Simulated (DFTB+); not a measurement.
Geometry relaxation of BSiH5S (part 2 of 3)

BSiH5S, SMILES BS[SiH3]; GFN1-xTB, R-SCC, dispersion built in (DFTB+ 25.1). The geometry comes from this level: GFN2-xTB.

Geometry of the input (Å):
```
B  -1.2591  1.0709  -0.6300
S  -1.0479  -0.0620  0.6886
Si 0.9663  -0.8522  0.5251
H  -0.4072  1.2466  -1.4112
H  -2.2826  1.6278  -0.6945
H  1.7528  -0.1680  1.5434
H  1.4716  -0.5903  -0.8155
H  0.8060  -2.2727  0.7941
```

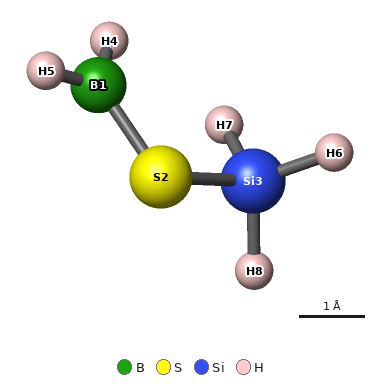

Fig. 1: The input geometry (ball-and-stick view, seen at a tilt; atoms are numbered from 1 in the order of the input).

**Log, continued**
```
 iSCC Total electronic   Diff electronic      SCC error
    1   -0.97687164E+01    0.00000000E+00    0.82614635E-02
    2   -0.97687246E+01   -0.22984152E-02    0.43611662E-02
    3   -0.97687256E+01   -0.81775495E-05    0.25377807E-02
    4   -0.97687257E+01   -0.10288777E-05    0.40697701E-03
    5   -0.97687257E+01   -0.19671470E-07    0.15853757E-03
    6   -0.97687257E+01   -0.26763148E-07    0.16674772E-04
    7   -0.97687257E+01   -0.20025333E-08    0.77725582E-05

Total Energy:                       -9.6878786190 H         -263.6206 eV
Extrapolated to 0K:                 -9.6878786190 H         -263.6206 eV
Total Mermin free energy:           -9.6878786190 H         -263.6206 eV
Force related energy:               -9.6878786190 H         -263.6206 eV

Maximal force component:             0.341502E-02
Averaged force norm:                 0.199305E-02

--------------------------------------------------------------------------------

***  Geometry step: 16

 iSCC Total electronic   Diff electronic      SCC error
    1   -0.97691294E+01    0.00000000E+00    0.47307799E-02
    2   -0.97691347E+01   -0.40371341E-03    0.23654930E-02
    3   -0.97691362E+01   -0.52582810E-05    0.89889407E-03
    4   -0.97691363E+01   -0.15396524E-05    0.35057724E-03
    5   -0.97691363E+01   -0.84361966E-07    0.13380769E-03
    6   -0.97691363E+01   -0.33664200E-08    0.28133852E-04
    7   -0.97691363E+01   -0.16190338E-08    0.14932593E-04
    8   -0.97691363E+01   -0.37653436E-10    0.20792826E-05

Total Energy:                       -9.6879543996 H         -263.6227 eV
Extrapolated to 0K:                 -9.6879543996 H         -263.6227 eV
Total Mermin free energy:           -9.6879543996 H         -263.6227 eV
Force related energy:               -9.6879543996 H         -263.6227 eV

Maximal force component:             0.262690E-02
Averaged force norm:                 0.217389E-02

--------------------------------------------------------------------------------

***  Geometry step: 17

 iSCC Total electronic   Diff electronic      SCC error
    1   -0.97690778E+01    0.00000000E+00    0.80849027E-03
    2   -0.97690779E+01    0.58497673E-04    0.39874207E-03
    3   -0.97690780E+01   -0.15837092E-06    0.15685039E-03
    4   -0.97690780E+01   -0.46118972E-07    0.62979179E-04
    5   -0.97690780E+01   -0.25584264E-08    0.24998499E-04
    6   -0.97690780E+01   -0.12269652E-09    0.34883898E-05

Total Energy:                       -9.6879578782 H         -263.6227 eV
Extrapolated to 0K:                 -9.6879578782 H         -263.6227 eV
Total Mermin free energy:           -9.6879578782 H         -263.6227 eV
Force related energy:               -9.6879578782 H         -263.6227 eV

Maximal force component:             0.243632E-02
Averaged force norm:                 0.176286E-02

--------------------------------------------------------------------------------

***  Geometry step: 18

 iSCC Total electronic   Diff electronic      SCC error
    1   -0.97710192E+01    0.00000000E+00    0.38754494E-02
    2   -0.97710212E+01   -0.19411963E-02    0.23235178E-02
    3   -0.97710217E+01   -0.19896423E-05    0.14547958E-02
    4   -0.97710218E+01   -0.55875505E-06    0.17190437E-03
    5   -0.97710218E+01   -0.37144908E-07    0.45546791E-04
    6   -0.97710218E+01   -0.45650363E-08    0.42191074E-04
    7   -0.97710218E+01   -0.36158632E-09    0.62919438E-05

Total Energy:                       -9.6880211356 H         -263.6245 eV
Extrapolated to 0K:                 -9.6880211356 H         -263.6245 eV
Total Mermin free energy:           -9.6880211356 H         -263.6245 eV
Force related energy:               -9.6880211356 H         -263.6245 eV

Maximal force component:             0.148071E-02
Averaged force norm:                 0.123723E-02

--------------------------------------------------------------------------------

***  Geometry step: 19

 iSCC Total electronic   Diff electronic      SCC error
    1   -0.97708113E+01    0.00000000E+00    0.43823636E-03
    2   -0.97708114E+01    0.21044883E-03    0.26455767E-03
    3   -0.97708114E+01   -0.25472985E-07    0.16388819E-03
    4   -0.97708114E+01   -0.71614235E-08    0.19151019E-04
    5   -0.97708114E+01   -0.44242476E-09    0.58853483E-05

Total Energy:                       -9.6880221398 H         -263.6245 eV
Extrapolated to 0K:                 -9.6880221398 H         -263.6245 eV
Total Mermin free energy:           -9.6880221398 H         -263.6245 eV
Force related energy:               -9.6880221398 H         -263.6245 eV

Maximal force component:             0.122440E-02
Averaged force norm:                 0.107294E-02

--------------------------------------------------------------------------------

***  Geometry step: 20

 iSCC Total electronic   Diff electronic      SCC error
    1   -0.97713392E+01    0.00000000E+00    0.30824834E-02
    2   -0.97713412E+01   -0.52783473E-03    0.18101005E-02
    3   -0.97713417E+01   -0.20102032E-05    0.70106175E-03
    4   -0.97713418E+01   -0.53054564E-06    0.28634827E-03
    5   -0.97713418E+01   -0.44409491E-07    0.99808792E-04
    6   -0.97713418E+01   -0.42515378E-08    0.14519624E-04
    7   -0.97713418E+01   -0.54446936E-09    0.82179537E-05

Total Energy:                       -9.6880831886 H         -263.6262 eV
Extrapolated to 0K:                 -9.6880831886 H         -263.6262 eV
Total Mermin free energy:           -9.6880831886 H         -263.6262 eV
Force related energy:               -9.6880831886 H         -263.6262 eV

Maximal force component:             0.193649E-02
Averaged force norm:                 0.154030E-02

--------------------------------------------------------------------------------

***  Geometry step: 21

 iSCC Total electronic   Diff electronic      SCC error
    1   -0.97720023E+01    0.00000000E+00    0.47635917E-02
    2   -0.97720074E+01   -0.66055557E-03    0.28138780E-02
    3   -0.97720088E+01   -0.50716222E-05    0.11397920E-02
    4   -0.97720089E+01   -0.13430406E-05    0.44031054E-03
    5   -0.97720089E+01   -0.11322785E-06    0.15266717E-03
    6   -0.97720089E+01   -0.10489561E-07    0.22120262E-04
    7   -0.97720089E+01   -0.13192185E-08    0.13847581E-04
    8   -0.97720089E+01   -0.36067149E-10    0.29112543E-05

Total Energy:                       -9.6880176151 H         -263.6244 eV
Extrapolated to 0K:                 -9.6880176151 H         -263.6244 eV
Total Mermin free energy:           -9.6880176151 H         -263.6244 eV
Force related energy:               -9.6880176151 H         -263.6244 eV

Maximal force component:             0.679818E-02
Averaged force norm:                 0.419833E-02

--------------------------------------------------------------------------------

***  Geometry step: 22

 iSCC Total electronic   Diff electronic      SCC error
    1   -0.97714727E+01    0.00000000E+00    0.38900291E-02
    2   -0.97714761E+01    0.53616858E-03    0.23011062E-02
    3   -0.97714770E+01   -0.34086981E-05    0.94141623E-03
    4   -0.97714771E+01   -0.89782315E-06    0.36360770E-03
    5   -0.97714771E+01   -0.75522047E-07    0.12419971E-03
    6   -0.97714771E+01   -0.74643260E-08    0.17935125E-04
    7   -0.97714771E+01   -0.78266282E-09    0.11663040E-04
    8   -0.97714771E+01   -0.49890758E-10    0.25237227E-05

Total Energy:                       -9.6880863777 H         -263.6262 eV
Extrapolated to 0K:                 -9.6880863777 H         -263.6262 eV
Total Mermin free energy:           -9.6880863777 H         -263.6262 eV
Force related energy:               -9.6880863777 H         -263.6262 eV

Maximal force component:             0.271842E-02
Averaged force norm:                 0.196414E-02

--------------------------------------------------------------------------------

***  Geometry step: 23

 iSCC Total electronic   Diff electronic      SCC error
    1   -0.97713248E+01    0.00000000E+00    0.18389047E-02
    2   -0.97713253E+01    0.15232941E-03    0.11137277E-02
    3   -0.97713253E+01   -0.47412885E-06    0.60952558E-03
    4   -0.97713253E+01   -0.77902035E-07    0.10266234E-03
    5   -0.97713253E+01   -0.70191550E-08    0.34615287E-04
    6   -0.97713253E+01   -0.89225694E-09    0.11687256E-04
    7   -0.97713253E+01   -0.13012702E-09    0.48306962E-05

Total Energy:                       -9.6881774706 H         -263.6287 eV
Extrapolated to 0K:                 -9.6881774706 H         -263.6287 eV
Total Mermin free energy:           -9.6881774706 H         -263.6287 eV
Force related energy:               -9.6881774706 H         -263.6287 eV

Maximal force component:             0.166616E-02
Averaged force norm:                 0.112527E-02

--------------------------------------------------------------------------------

***  Geometry step: 24

 iSCC Total electronic   Diff electronic      SCC error
    1   -0.97708151E+01    0.00000000E+00    0.31687009E-02
    2   -0.97708164E+01    0.51023817E-03    0.19213615E-02
    3   -0.97708166E+01   -0.12918928E-05    0.10922741E-02
    4   -0.97708166E+01   -0.21362897E-06    0.19737470E-03
    5   -0.97708166E+01   -0.19500986E-07    0.58104441E-04
    6   -0.97708166E+01   -0.27884379E-08    0.19822541E-04
    7   -0.97708166E+01   -0.34369840E-09    0.10716622E-04
    8   -0.97708166E+01   -0.12795098E-10    0.22707502E-05

Total Energy:                       -9.6881927745 H         -263.6291 eV
Extrapolated to 0K:                 -9.6881927745 H         -263.6291 eV
Total Mermin free energy:           -9.6881927745 H         -263.6291 eV
Force related energy:               -9.6881927745 H         -263.6291 eV

Maximal force component:             0.196055E-02
Averaged force norm:                 0.172014E-02

--------------------------------------------------------------------------------

***  Geometry step: 25

 iSCC Total electronic   Diff electronic      SCC error
    1   -0.97710640E+01    0.00000000E+00    0.13249022E-02
    2   -0.97710642E+01   -0.24738167E-03    0.80449492E-03
    3   -0.97710643E+01   -0.22003573E-06    0.46512042E-03
    4   -0.97710643E+01   -0.36282938E-07    0.85498306E-04
    5   -0.97710643E+01   -0.33655567E-08    0.24316906E-04
    6   -0.97710643E+01   -0.49525184E-09    0.80094430E-05

Total Energy:                       -9.6882064468 H         -263.6295 eV
Extrapolated to 0K:                 -9.6882064468 H         -263.6295 eV
Total Mermin free energy:           -9.6882064468 H         -263.6295 eV
Force related energy:               -9.6882064468 H         -263.6295 eV

Maximal force component:             0.124567E-02
Averaged force norm:                 0.117148E-02

--------------------------------------------------------------------------------

***  Geometry step: 26

 iSCC Total electronic   Diff electronic      SCC error
    1   -0.97706436E+01    0.00000000E+00    0.57399862E-02
    2   -0.97706485E+01    0.42070040E-03    0.27316474E-02
    3   -0.97706496E+01   -0.49481247E-05    0.12841729E-02
    4   -0.97706497E+01   -0.10544719E-05    0.25587104E-03
    5   -0.97706497E+01   -0.96491524E-07    0.11778508E-03
    6   -0.97706497E+01   -0.71290227E-08    0.19884883E-04
    7   -0.97706497E+01   -0.32325786E-09    0.11821668E-04
    8   -0.97706497E+01   -0.18282265E-10    0.11455702E-05

Total Energy:                       -9.6882332713 H         -263.6302 eV
Extrapolated to 0K:                 -9.6882332713 H         -263.6302 eV
Total Mermin free energy:           -9.6882332713 H         -263.6302 eV
Force related energy:               -9.6882332713 H         -263.6302 eV

Maximal force component:             0.554453E-02
Averaged force norm:                 0.346435E-02

--------------------------------------------------------------------------------

***  Geometry step: 27

 iSCC Total electronic   Diff electronic      SCC error
    1   -0.97708860E+01    0.00000000E+00    0.24327188E-02
    2   -0.97708869E+01   -0.23633621E-03    0.11359602E-02
    3   -0.97708871E+01   -0.90332891E-06    0.52863652E-03
    4   -0.97708871E+01   -0.19216956E-06    0.10975455E-03
    5   -0.97708871E+01   -0.17102440E-07    0.57038507E-04
    6   -0.97708871E+01   -0.13913688E-08    0.84312627E-05

Total Energy:                       -9.6882655425 H         -263.6311 eV
Extrapolated to 0K:                 -9.6882655425 H         -263.6311 eV
Total Mermin free energy:           -9.6882655425 H         -263.6311 eV
Force related energy:               -9.6882655425 H         -263.6311 eV

Maximal force component:             0.273009E-02
Averaged force norm:                 0.195117E-02

--------------------------------------------------------------------------------

***  Geometry step: 28

 iSCC Total electronic   Diff electronic      SCC error
    1   -0.97708437E+01    0.00000000E+00    0.13460949E-02
    2   -0.97708440E+01    0.43410889E-04    0.86962301E-03
    3   -0.97708441E+01   -0.29853656E-06    0.45154988E-03
    4   -0.97708441E+01   -0.10972975E-06    0.11413139E-03
    5   -0.97708441E+01   -0.99574748E-08    0.42221695E-04
    6   -0.97708441E+01   -0.68574302E-09    0.11703283E-04
    7   -0.97708441E+01   -0.22939872E-09    0.42880590E-05

Total Energy:                       -9.6883342705 H         -263.6330 eV
Extrapolated to 0K:                 -9.6883342705 H         -263.6330 eV
Total Mermin free energy:           -9.6883342705 H         -263.6330 eV
Force related energy:               -9.6883342705 H         -263.6330 eV

Maximal force component:             0.145391E-02
Averaged force norm:                 0.982997E-03

--------------------------------------------------------------------------------

***  Geometry step: 29

 iSCC Total electronic   Diff electronic      SCC error
    1   -0.97704262E+01    0.00000000E+00    0.22106809E-02
    2   -0.97704269E+01    0.41798611E-03    0.17590905E-02
    3   -0.97704272E+01   -0.75559688E-06    0.87294464E-03
    4   -0.97704272E+01   -0.28618609E-06    0.17361633E-03
    5   -0.97704272E+01   -0.25987394E-07    0.63446720E-04
    6   -0.97704272E+01   -0.21042776E-08    0.18157847E-04
    7   -0.97704272E+01   -0.56794747E-09    0.98213899E-05

Total Energy:                       -9.6882444586 H         -263.6305 eV
Extrapolated to 0K:                 -9.6882444586 H         -263.6305 eV
Total Mermin free energy:           -9.6882444586 H         -263.6305 eV
Force related energy:               -9.6882444586 H         -263.6305 eV

Maximal force component:             0.522667E-02
Averaged force norm:                 0.322321E-02

--------------------------------------------------------------------------------

***  Geometry step: 30

 iSCC Total electronic   Diff electronic      SCC error
    1   -0.97708102E+01    0.00000000E+00    0.19384737E-02
    2   -0.97708108E+01   -0.38300688E-03    0.15446896E-02
    3   -0.97708110E+01   -0.55980169E-06    0.77118483E-03
    4   -0.97708110E+01   -0.20910615E-06    0.14652391E-03
    5   -0.97708110E+01   -0.19503492E-07    0.54908361E-04
    6   -0.97708110E+01   -0.16145147E-08    0.15291864E-04
    7   -0.97708110E+01   -0.39729642E-09    0.73378432E-05

Total Energy:                       -9.6883369236 H         -263.6331 eV
Extrapolated to 0K:                 -9.6883369236 H         -263.6331 eV
Total Mermin free energy:           -9.6883369236 H         -263.6331 eV
Force related energy:               -9.6883369236 H         -263.6331 eV

Maximal force component:             0.166172E-02
Averaged force norm:                 0.110262E-02

--------------------------------------------------------------------------------

***  Geometry step: 31

 iSCC Total electronic   Diff electronic      SCC error
    1   -0.97730283E+01    0.00000000E+00    0.89030580E-02
    2   -0.97730393E+01   -0.22172975E-02    0.53339024E-02
    3   -0.97730413E+01   -0.10946192E-04    0.35782265E-02
    4   -0.97730415E+01   -0.20830139E-05    0.64450263E-03
    5   -0.97730416E+01   -0.14801155E-06    0.21372101E-03
    6   -0.97730416E+01   -0.61615797E-07    0.93560320E-04
    7   -0.97730416E+01   -0.56220095E-08    0.60533756E-04
    8   -0.97730416E+01   -0.39411319E-09    0.47588419E-05

Total Energy:                       -9.6882947860 H         -263.6319 eV
Extrapolated to 0K:                 -9.6882947860 H         -263.6319 eV
Total Mermin free energy:           -9.6882947860 H         -263.6319 eV
Force related energy:               -9.6882947860 H         -263.6319 eV

Maximal force component:             0.522891E-02
Averaged force norm:                 0.299274E-02

--------------------------------------------------------------------------------

***  Geometry step: 32

 iSCC Total electronic   Diff electronic      SCC error
    1   -0.97716984E+01    0.00000000E+00    0.55357140E-02
    2   -0.97717026E+01    0.13431693E-02    0.32761970E-02
    3   -0.97717034E+01   -0.41722512E-05    0.22066480E-02
    4   -0.97717034E+01   -0.80377155E-06    0.40220689E-03
    5   -0.97717034E+01   -0.58922119E-07    0.12349604E-03
    6   -0.97717035E+01   -0.22436218E-07    0.48970304E-04
    7   -0.97717035E+01   -0.24364404E-08    0.36003103E-04
    8   -0.97717035E+01   -0.51681326E-10    0.29016690E-05

Total Energy:                       -9.6883646838 H         -263.6338 eV
Extrapolated to 0K:                 -9.6883646838 H         -263.6338 eV
Total Mermin free energy:           -9.6883646838 H         -263.6338 eV
Force related energy:               -9.6883646838 H         -263.6338 eV

Maximal force component:             0.117912E-02
Averaged force norm:                 0.878114E-03

--------------------------------------------------------------------------------

***  Geometry step: 33

 iSCC Total electronic   Diff electronic      SCC error
    1   -0.97726615E+01    0.00000000E+00    0.33212750E-02
    2   -0.97726639E+01   -0.95803713E-03    0.20516581E-02
    3   -0.97726644E+01   -0.24297517E-05    0.12967855E-02
    4   -0.97726644E+01   -0.49060564E-06    0.18886130E-03
    5   -0.97726644E+01   -0.32136178E-07    0.70369937E-04
    6   -0.97726644E+01   -0.46576183E-08    0.16628536E-04
    7   -0.97726644E+01   -0.26698821E-09    0.69699039E-05

Total Energy:                       -9.6883771761 H         -263.6342 eV
Extrapolated to 0K:                 -9.6883771761 H         -263.6342 eV
Total Mermin free energy:           -9.6883771761 H         -263.6342 eV
Force related energy:               -9.6883771761 H         -263.6342 eV

Maximal force component:             0.146717E-02
Averaged force norm:                 0.103143E-02

--------------------------------------------------------------------------------

***  Geometry step: 34

 iSCC Total electronic   Diff electronic      SCC error
    1   -0.97723615E+01    0.00000000E+00    0.10633662E-02
    2   -0.97723617E+01    0.30295492E-03    0.65342865E-03
    3   -0.97723618E+01   -0.24910110E-06    0.41516414E-03
    4   -0.97723618E+01   -0.49829470E-07    0.59163889E-04
    5   -0.97723618E+01   -0.32281680E-08    0.21747541E-04
    6   -0.97723618E+01   -0.48107118E-09    0.39825593E-05

Total Energy:                       -9.6883807414 H         -263.6343 eV
Extrapolated to 0K:                 -9.6883807414 H         -263.6343 eV
Total Mermin free energy:           -9.6883807414 H         -263.6343 eV
Force related energy:               -9.6883807414 H         -263.6343 eV

Maximal force component:             0.815183E-03
Averaged force norm:                 0.633391E-03

Geometry converged

--------------------------------------------------------------------------------
--------------------------------------------------------------------------------
Pre-SCC initialisation                 +       0.05 ( 14.2%)       0.05 (  7.1%)
SCC                                    +       0.22 ( 59.4%)       0.50 ( 77.1%)
Post-SCC processing                    +       0.10 ( 26.1%)       0.10 ( 15.7%)
--------------------------------------------------------------------------------
Missing                                +       0.00 (  0.4%)       0.00 (  0.2%)
Total                                  =       0.37 (100.0%)       0.64 (100.0%)
--------------------------------------------------------------------------------
```

**File detailed.out**
```
Fermi distribution function

Geometry optimization step: 34

********************************************************************************
 iSCC Total electronic   Diff electronic      SCC error
    6   -0.97723618E+01   -0.48107118E-09    0.39825593E-05
********************************************************************************

Coordinates of moved atoms (au):
    1     -2.45887132      2.12582462     -1.27372806
    2     -1.82321952     -0.09849834      1.16187465
    3      1.80625168     -1.63012211      1.03192509
    4     -1.00376975      2.66784860     -2.88649409
    5     -4.48688618      3.05699876     -1.21217727
    6      3.38475824     -0.48856690      2.95996424
    7      3.03797042     -1.34064994     -1.39758698
    8      1.54374753     -4.29283468      1.61620354

 Total charge:    -0.00000000
```
